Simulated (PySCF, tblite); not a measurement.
# Si5H9S radical, a small gas-phase stand-in for a defect centre (Si 5-ring): EPR parameters

Wanted: the EPR parameters for `[S][SiH]1[SiH2][SiH2][SiH2][SiH2]1`. It is drawn as: sulfur hole.

Programs: tblite 0.8.0 and PySCF 2.14.0. All values are calculated, for the isolated system unless a continuum is named. Atoms count from 0, parts from 1.

### Step 1. The system as given

15 atoms, charge 0, multiplicity 2; geometry: distance geometry start.

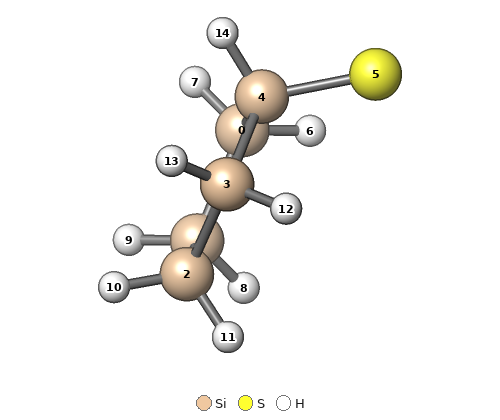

The starting geometry (silicon light orange, sulfur yellow, hydrogen white), atoms numbered.

### Step 2. Geometry optimisation with GFN2-xTB

Job settings and geometry (Å):

```
{"job": {"kind": "relax", "xc": "GFN2-xTB", "basis": "xTB"}, "charge": 0, "multiplicity": 2}
Si    -1.745178     1.550017     1.000180
Si     0.028237     2.270181    -0.128574
Si     0.747453     0.607406    -1.404790
Si    -0.575990    -1.149852    -1.045037
Si    -2.090890    -0.566065     0.444716
S     -1.934139    -1.827535     2.210173
H     -1.469663     1.626344     2.419519
H     -2.879481     2.311472     0.697394
H      1.040209     2.679629     0.789272
H     -0.353244     3.369404    -0.929979
H      0.662272     0.988406    -2.756880
H      2.085628     0.305554    -1.065235
H      0.198144    -2.224380    -0.545192
H     -1.187449    -1.548627    -2.263694
H     -3.393084    -0.727575    -0.103326
```

Method: GFN2-xTB geometry optimisation, gas phase.

On the command line:

```sh
> OMP_NUM_THREADS=1 python cluster_run.py task.json out
```

This one command runs all jobs of the session in turn.

Standard output:

```text
step      E/eV     max force
  0    -445.73183    3.972
  1    -446.16158    2.509
  2    -446.43345    3.290
  3    -446.56891    0.754
  4    -446.65300    0.370
  5    -446.71388    0.291
  6    -446.72907    0.303
  7    -446.75759    0.280
  8    -446.79091    0.402
  9    -446.82488    0.516
 10    -446.84439    0.360
 11    -446.85117    0.160
 12    -446.85226    0.066
 13    -446.85284    0.079
 14    -446.85350    0.093
 15    -446.85404    0.071
 16    -446.85449    0.065
 17    -446.85484    0.060
 18    -446.85518    0.050
 19    -446.85546    0.042
 20    -446.85564    0.033
 21    -446.85576    0.025
 22    -446.85588    0.030
 23    -446.85604    0.037
 24    -446.85627    0.041
 25    -446.85652    0.047
 26    -446.85670    0.043
 27    -446.85681    0.027
 28    -446.85686    0.020
 29    -446.85690    0.014
 30    -446.85693    0.015
 31    -446.85697    0.019
 32    -446.85704    0.027
 33    -446.85712    0.033
 34    -446.85718    0.025
 35    -446.85721    0.015
 36    -446.85724    0.016
 37    -446.85727    0.019
 38    -446.85731    0.020
 39    -446.85734    0.016
 40    -446.85736    0.015
 41    -446.85738    0.019
 42    -446.85742    0.026
 43    -446.85747    0.026
 44    -446.85750    0.014
 45    -446.85752    0.012
 46    -446.85753    0.013
 47    -446.85754    0.015
 48    -446.85757    0.023
 49    -446.85762    0.030
 50    -446.85770    0.030
 51    -446.85779    0.024
 52    -446.85785    0.017
 53    -446.85790    0.026
 54    -446.85797    0.038
 55    -446.85812    0.050
 56    -446.85842    0.056
 57    -446.85886    0.061
 58    -446.85925    0.059
 59    -446.85967    0.048
 60    -446.85999    0.044
 61    -446.86023    0.041
 62    -446.86045    0.064
 63    -446.86078    0.061
 64    -446.86142    0.072
 65    -446.86247    0.141
 66    -446.86400    0.133
 67    -446.86574    0.152
 68    -446.86759    0.127
 69    -446.86780    0.081
 70    -446.86905    0.057
 71    -446.86906    0.164
 72    -446.87013    0.046
 73    -446.87085    0.050
 74    -446.87206    0.044
 75    -446.87240    0.050
 76    -446.87271    0.045
 77    -446.87308    0.037
 78    -446.87337    0.040
 79    -446.87366    0.054
 80    -446.87402    0.075
 81    -446.87444    0.074
 82    -446.87480    0.053
 83    -446.87504    0.043
 84    -446.87521    0.032
 85    -446.87533    0.033
 86    -446.87542    0.022
 87    -446.87550    0.022
 88    -446.87556    0.021
 89    -446.87561    0.015
 90    -446.87565    0.016
 91    -446.87569    0.014
 92    -446.87573    0.012
 93    -446.87576    0.012
 94    -446.87578    0.012
 95    -446.87581    0.009
 96    -446.87583    0.009
 97    -446.87585    0.013
 98    -446.87588    0.014
 99    -446.87590    0.013
100    -446.87592    0.009
101    -446.87593    0.005
```

It took 5.1 s on 1 thread of Arm Neoverse V1, shared host.

Along the way:

```
step  energy from step 0 (eV)  largest force (eV/Å)
   0                   0.0000                3.9715
   4                  -0.9212                0.3705
   8                  -1.0591                0.4027
  12                  -1.1204                0.0655
  16                  -1.1227                0.0649
  20                  -1.1238                0.0330
  24                  -1.1244                0.0403
  28                  -1.1250                0.0201
  32                  -1.1252                0.0270
  36                  -1.1254                0.0158
  40                  -1.1255                0.0149
  44                  -1.1257                0.0144
  48                  -1.1257                0.0233
  52                  -1.1260                0.0170
  56                  -1.1266                0.0564
  60                  -1.1282                0.0439
  64                  -1.1296                0.0723
  68                  -1.1358                0.1266
  72                  -1.1383                0.0463
  76                  -1.1409                0.0446
  80                  -1.1422                0.0753
  84                  -1.1434                0.0321
  88                  -1.1437                0.0219
  92                  -1.1439                0.0119
  96                  -1.1440                0.0091
 100                  -1.1441                0.0088
 101                  -1.1441                0.0052
```

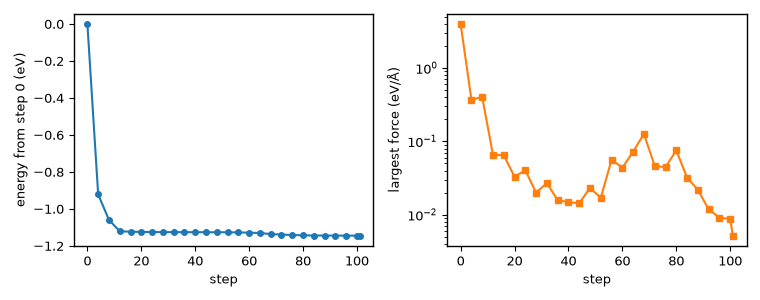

Energy and largest force along the relaxation.

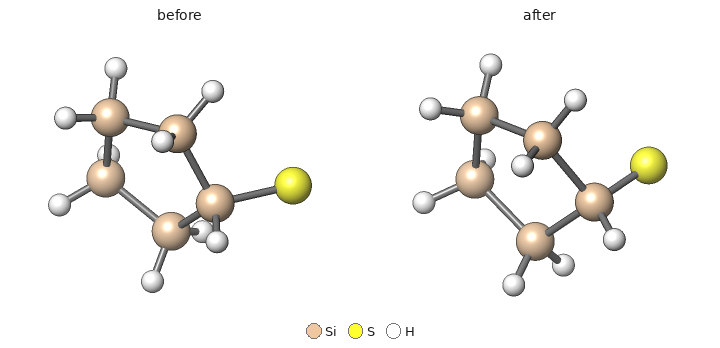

The geometry before (left) and after (right).

Distances of close pairs at the start and the end, largest changes first:

```
   bond  before (Å)  after (Å)  change (Å)
Si3–Si4       2.203      2.382      +0.178
Si0–Si4       2.215      2.382      +0.167
 Si4–S5       2.175      2.032      -0.143
Si1–Si2       2.216      2.341      +0.125
Si0–Si1       2.222      2.337      +0.115
Si2–Si3       2.229      2.337      +0.108
 Si0–H7       1.399      1.470      +0.070
Si2–H10       1.407      1.469      +0.062
```

### Step 3. Relaxing the molecule at PBE0-D3(BJ)/def2-SVP

Job settings and geometry (Å):

```
{"job": {"xc": "PBE0", "basis": "def2-SVP", "d3": "d3bj", "grid": 2, "kind": "geom", "shake": 0.01}, "charge": 0, "multiplicity": 2}
Si    -1.168486     1.100990     1.084139
Si     0.841664     1.805089     0.156076
Si     1.594794     0.049801    -1.192382
Si     0.055962    -1.651364    -1.058675
Si    -1.269068    -1.254609     0.895420
S     -0.312955    -2.058744     2.499712
H     -1.448805     1.507813     2.464550
H     -2.348742     1.625423     0.343178
H      1.789137     2.180411     1.237376
H      0.650529     3.047049    -0.595899
H      1.783690     0.455464    -2.575585
H      2.936719    -0.445208    -0.768137
H      0.489758    -3.018049    -1.031434
H     -0.951985    -1.651736    -2.162869
H     -2.653136    -1.717700     0.719202
```

Standard output:

```text
step   0  E = -1849.75142867  max force = 0.024958
step   1  E = -1849.76155687  max force = 0.006712
step   2  E = -1849.76218190  max force = 0.002823
step   3  E = -1849.76323594  max force = 0.003410
step   4  E = -1849.76392566  max force = 0.005099
step   5  E = -1849.76373468  max force = 0.005128
step   6  E = -1849.76487895  max force = 0.002279
step   7  E = -1849.76506119  max force = 0.000677
step   8  E = -1849.76520820  max force = 0.000793
step   9  E = -1849.76526309  max force = 0.000869
step  10  E = -1849.76532524  max force = 0.000775
step  11  E = -1849.76534568  max force = 0.000533
step  12  E = -1849.76535842  max force = 0.000607
step  13  E = -1849.76536477  max force = 0.000345
optimisation converged
```

Run time: 7.1 min. Hardware: 1 thread of Arm Neoverse V1, shared host; peak memory 0.84 GiB.

Relaxation path: (the energy doesn't fall at every step)

```
step  energy from step 0 (eV)  largest force component (eV/Å)
   0                   0.0000                          1.2834
   1                  -0.2756                          0.3451
   2                  -0.2926                          0.1452
   3                  -0.3213                          0.1753
   4                  -0.3401                          0.2622
   5                  -0.3349                          0.2637
   6                  -0.3660                          0.1172
   7                  -0.3710                          0.0348
   8                  -0.3750                          0.0408
   9                  -0.3765                          0.0447
  10                  -0.3781                          0.0399
  11                  -0.3787                          0.0274
  12                  -0.3790                          0.0312
  13                  -0.3792                          0.0177
```

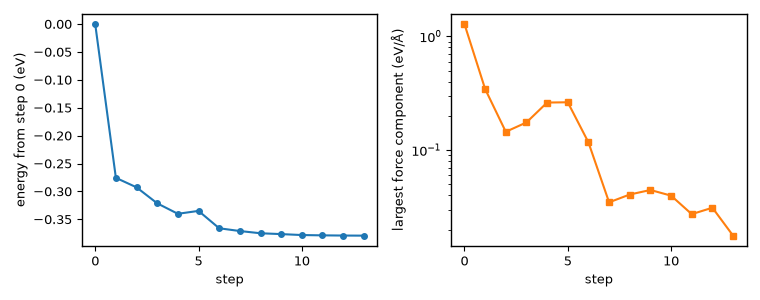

Energy and force, step by step.

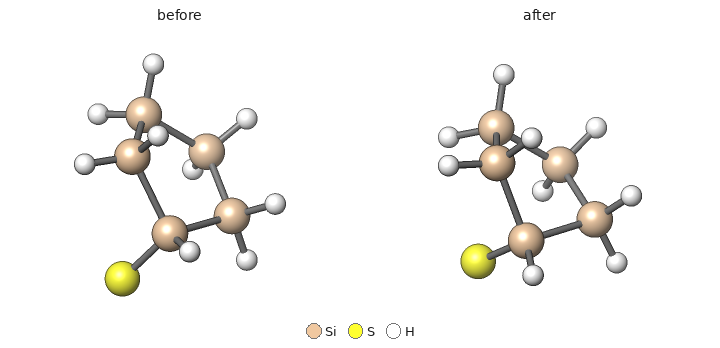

Before and after, at one scale.

Close pairs (by a distance rule), those that changed most:

```
   bond  before (Å)  after (Å)  change (Å)
 Si4–S5       2.033      2.105      +0.072
Si3–H12       1.434      1.495      +0.061
Si2–Si3       2.298      2.352      +0.055
Si2–H10       1.454      1.498      +0.044
 Si1–H9       1.464      1.498      +0.033
Si3–Si4       2.394      2.363      -0.031
Si0–Si1       2.323      2.352      +0.029
 Si0–H6       1.466      1.495      +0.029
```

The next job starts from the end point, and lists it.

```
                         at the end point                value
  point group (found at 0.08 Å tolerance)                   Cs
rotational constants (GHz, main isotopes)  1.087, 0.974, 0.775
                        dipole moment (D)                 1.39
                                     ⟨S²⟩                0.755
```

### Step 4. EPR parameters: B3LYP/IGLO-III+pcH-1

Job settings and geometry (Å):

```
{"job": {"kind": "epr"}, "charge": 0, "multiplicity": 2}
Si    -1.500046     0.990585     0.855549
Si     0.709802     1.548835     0.273346
Si     1.473884    -0.234084    -1.072659
Si    -0.332381    -1.734801    -1.210435
Si    -1.341148    -1.366979     0.894999
S      0.296620    -1.635233     2.189783
H     -1.932375     1.525332     2.182680
H     -2.483338     1.415159    -0.192079
H      1.534641     1.703133     1.509111
H      0.741472     2.835062    -0.493008
H      1.850471     0.261220    -2.434908
H      2.654335    -0.918233    -0.464319
H      0.073641    -3.164232    -1.373252
H     -1.288986    -1.364402    -2.302369
H     -2.582322    -2.138013     1.210117
```

With the program's defaults for keys left out, this is: UKS B3LYP, IGLO-III on S Si, pcH-1 on H, non-relativistic, mean-field spin-orbit, GIAO.

Standard output:

```text
UKS, coarse grid
  cycle   1  E = -1851.16292384  |g| = 3.40e-01
  cycle   2  E = -1850.93354975  |g| = 6.49e-01
  cycle   3  E = -1851.23554441  |g| = 5.82e-02
  cycle   4  E = -1851.23699464  |g| = 3.70e-02
  cycle   5  E = -1851.23806529  |g| = 1.25e-02
  cycle   6  E = -1851.23820125  |g| = 5.34e-03
  cycle   7  E = -1851.23823417  |g| = 1.78e-03
  cycle   8  E = -1851.23823631  |g| = 5.04e-04
UKS, final grid
  cycle   1  E = -1851.23823789  |g| = 6.07e-04
  cycle   2  E = -1851.23823770  |g| = 8.25e-04
  cycle   3  E = -1851.23823812  |g| = 6.08e-05
  cycle   4  E = -1851.23823812  |g| = 3.13e-05
  cycle   5  E = -1851.23823812  |g| = 1.59e-05
E = -1851.23823812 Eh   <S^2> = 0.7549 (exact 0.7500)
g shifts (ppm)      1          2          3
  rmc          -210       -210       -210
  gc             -5         47         43
  oz_so         434      32309     148655
  total         219      32146     148488
hyperfine (MHz)  atom isotope    a_iso     a_fc   dipolar eigenvalues
    0  29Si     -63.64     -63.64    -22.84     11.04     11.80
    1  29Si       3.12       3.12     -0.40      0.04      0.36
    2  29Si       3.08       3.08     -0.40      0.04      0.35
    3  29Si     -62.53     -62.53    -22.59     10.93     11.66
    4  29Si      36.77      36.77    -10.04      3.58      6.46
    5   33S      13.43      13.43    -71.62    -70.46    142.09
    6    1H       0.93       0.93     -1.86     -0.74      2.60
    7    1H      20.68      20.68     -1.76     -0.40      2.16
    8    1H       1.50       1.50     -1.35     -1.15      2.50
    9    1H      -1.12      -1.12     -0.61     -0.40      1.01
   10    1H      -1.09      -1.09     -0.60     -0.40      1.01
   11    1H       1.42       1.42     -1.35     -1.15      2.50
   12    1H       1.30       1.30     -1.83     -0.73      2.56
   13    1H      19.57      19.57     -1.74     -0.41      2.15
   14    1H      -6.56      -6.56     -1.40     -1.25      2.66
```

It took 2.6 min on 1 thread of Arm Neoverse V1, shared host; peak memory 1.4 GiB.

Principal g values 2.00254, 2.03447, 2.15081; g(iso) = 2.06260, against 2.00232 for a free electron. They are not to be trusted: the run shows nearly degenerate orbitals, where second-order g theory doesn't apply.

Mean a(iso) over the nuclei that a row names, and the largest dipolar term of the row (other rows stand at the frozen geometry):

```
  nuclei  isotope  a(iso) (MHz)  a(iso) (G, at g = 2.0023)  largest dipolar term (MHz)
Si0, Si3     29Si         -63.1                      -22.5                       -22.8
     Si4     29Si          36.8                       13.1                       -10.0
 H7, H13       1H          20.1                        7.2                         2.2
      S5      33S          13.4                        4.8                       142.1
     H14       1H          -6.6                       -2.3                         2.7
Si1, Si2     29Si           3.1                        1.1                        -0.4
 H8, H11       1H           1.5                        0.5                         2.5
 H6, H12       1H           1.1                        0.4                         2.6
 H9, H10       1H          -1.1                       -0.4                         1.0
```

Mulliken spin populations:

Si0 0.09; Si1 0.00; Si2 0.00; Si3 0.09; Si4 -0.03; S5 0.83; H6 0.00; H7 0.01; H8 0.00; H9 0.00; H10 0.00; H11 0.00; H12 0.00; H13 0.01; H14 -0.01

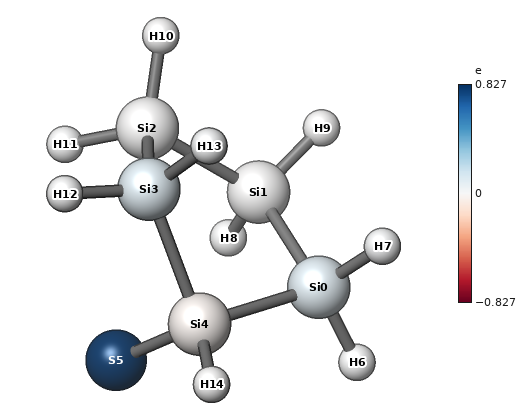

Mulliken spin populations, as colours on the atoms.

### Step 5. EPR parameters: BHandHLYP/IGLO-III+pcH-1

Settings changed since step 4:

```diff
@@ -1,2 +1,2 @@
-{"job": {"kind": "epr"}, "charge": 0, "multiplicity": 2}
+{"job": {"kind": "epr", "xc": "BHandHLYP"}, "charge": 0, "multiplicity": 2}
 Si    -1.500046     0.990585     0.855549
```

Level: UKS BHandHLYP, IGLO-III on S Si, pcH-1 on H, non-relativistic, mean-field spin-orbit, GIAO.

Standard output:

```text
UKS, coarse grid
  cycle   1  E = -1850.98796236  |g| = 3.43e-01
  cycle   2  E = -1850.92956028  |g| = 4.89e-01
  cycle   3  E = -1851.09159254  |g| = 4.92e-02
  cycle   4  E = -1851.09613841  |g| = 3.11e-02
  cycle   5  E = -1851.09823569  |g| = 1.35e-02
  cycle   6  E = -1851.09890115  |g| = 6.74e-03
  cycle   7  E = -1851.09903818  |g| = 2.03e-03
  cycle   8  E = -1851.09904811  |g| = 7.86e-04
UKS, final grid
  cycle   1  E = -1851.09905006  |g| = 5.87e-04
  cycle   2  E = -1851.09905031  |g| = 4.70e-04
  cycle   3  E = -1851.09905047  |g| = 1.18e-04
  cycle   4  E = -1851.09905053  |g| = 5.58e-05
  cycle   5  E = -1851.09905053  |g| = 1.68e-05
E = -1851.09905053 Eh   <S^2> = 0.7582 (exact 0.7500)
g shifts (ppm)      1          2          3
  rmc          -217       -217       -217
  gc            -10         47         44
  oz_so         155      32287     181013
  total         -72      32117     180840
hyperfine (MHz)  atom isotope    a_iso     a_fc   dipolar eigenvalues
    0  29Si     -62.78     -62.78    -17.99      8.55      9.45
    1  29Si       2.92       2.92     -0.57      0.17      0.40
    2  29Si       2.88       2.88     -0.57      0.17      0.40
    3  29Si     -61.75     -61.75    -17.80      8.47      9.33
    4  29Si      44.55      44.55     -3.40     -0.06      3.46
    5   33S      23.87      23.87    -78.29    -76.61    154.90
    6    1H      -0.93      -0.93     -1.81     -0.80      2.62
    7    1H      18.72      18.72     -1.48     -0.44      1.92
    8    1H       1.23       1.23     -1.41     -1.28      2.70
    9    1H      -1.45      -1.45     -0.58     -0.43      1.01
   10    1H      -1.42      -1.42     -0.57     -0.43      1.01
   11    1H       1.16       1.16     -1.41     -1.29      2.70
   12    1H      -0.61      -0.61     -1.78     -0.80      2.58
   13    1H      17.75      17.75     -1.47     -0.45      1.91
   14    1H      -5.73      -5.73     -1.60     -1.26      2.86
```

Wall time 2.7 min (1 thread of Arm Neoverse V1, shared host); peak memory 1.4 GiB.

In short: g(iso) 2.07328, not to be trusted: the run shows nearly degenerate orbitals, where second-order g theory doesn't apply.

### Step 6. Side by side: EPR parameters

g, ⟨S²⟩ and isotropic hyperfine couplings (MHz), with basis size and wall time; * marks a run flagged for spin contamination, instability or a large g shift:

```
                      run   g(iso)   ⟨S²⟩  29Si Si0 (mean)  29Si Si4  1H H7 (mean)  33S S5  1H H14  functions     time
    B3LYP/IGLO-III+pcH-1*  2.06260  0.755            -63.1      36.8          20.1    13.4    -6.6        354  2.6 min
BHandHLYP/IGLO-III+pcH-1*  2.07328  0.758            -62.3      44.5          18.2    23.9    -5.7        354  2.7 min
```

### Step 7. Outcome

| quantity | value |
| --- | --- |
| point group | Cs |
| rotational constants (main isotopes) | 1.09, 0.97, 0.78 GHz |
| g(iso) (B3LYP) | 2.06260 |
| ⟨S²⟩ | 0.755 (exact 0.75) |
| largest a(iso) (averaged by class) | 29Si on Si0, Si3, -63.1 MHz |

What this shows: The start of the PBE0/def2-SVP relaxation was shaken at random by about 0.01 Å, so part of the energy gained, and of the first lengths quoted, undoes that. The optimisation took 13 steps and gained 0.379 eV; among the close pairs (by a distance rule), Si4–S5 changed most, from 2.033 to 2.105 Å (PBE0/def2-SVP). S5 carries the largest spin population, 0.83 e. The isotropic g lies 60.3 ppt above the free-electron value. These values are not to be trusted: the run shows nearly degenerate orbitals, where second-order g theory doesn't apply. A capped cluster stands for the solid here, so long-range fields and strain are missing, and bands or shifts of the capping hydrogens have no counterpart in it.
